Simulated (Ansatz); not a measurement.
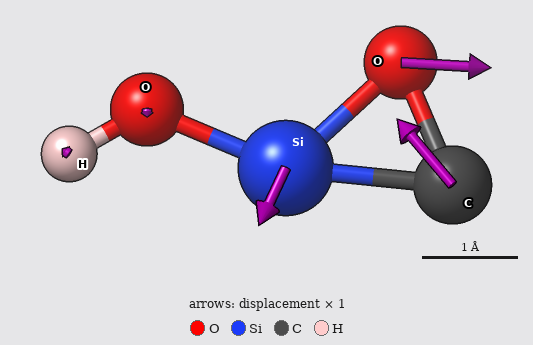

A relaxation of CHO2Si (multiplicity 2). The starting structure is drawn; purple arrows show the displacements, at their true length. The two geometries are superimposed by the best rigid fit.

A ball-and-stick model, seen at a tilt.

The run prepares an end point of a later path (hydrogen shift) calculation, from a guessed geometry.

Method: Ansatz 0.2.0, UKS CAM-B3LYP/def2-SVP.

Input file:
```yaml
crystal:
  periodic: [false, false, false]
  atoms:
    - { symbol: O, position_ang: [-0.43287, 1.23006, -0.30848] }
    - { symbol: Si, position_ang: [-0.17435, -0.33624, -0.09448] }
    - { symbol: C, position_ang: [0.55149, -1.8702, 0.40228] }
    - { symbol: O, position_ang: [1.23332, -0.62534, 0.77446] }
    - { symbol: H, position_ang: [-1.17758, 1.60173, -0.77378] }
magnetization:
  spin_polarized: true
  initial_magnetization: 1
basis:
  gaussian: { orbitals: def2-SVP }
hamiltonian:
  xc: cam_b3lyp
relax:
  f_tol: 0.02
  max_steps: 50
```

Launched with:
```bash
ansatz run input.yaml --threads 2 --pin off --max-ram 3072MiB --backend cpu --events-out ev --progress --plain --runs-dir out
```

**What happened in the run?**

O4 moves most after the best rigid fit: 0.97 Å. By element the largest moves are O 0.97 Å, C 0.95 Å, Si 0.71 Å, H 0.10 Å. Near-neighbour distances that change, for instance: Si2–O4 1.679 → 3.021 Å, C3–O4 1.467 → 1.151 Å, Si2–C3 1.768 → 1.882 Å, O1–Si2 1.602 → 1.684 Å. Bonds break: Si2–O4 (1.68 → 3.02 Å). Among the angles between lasting bonds that change: Si2–C3–O4 61.7° → 169.1°, O1–Si2–C3 162.2° → 94.5°, Si2–O1–H5 124.9° → 113.8°. After 40 accepted moves (46 points after the start) the energy has fallen by 3.601 eV. The largest force component goes from 1.4 to 0.0063 eV/Å. The line search rejected the trial steps at points 16, 23, 31, 36, 43, 45 of the run. The forces were under the threshold at step 9, but the run went on from there.
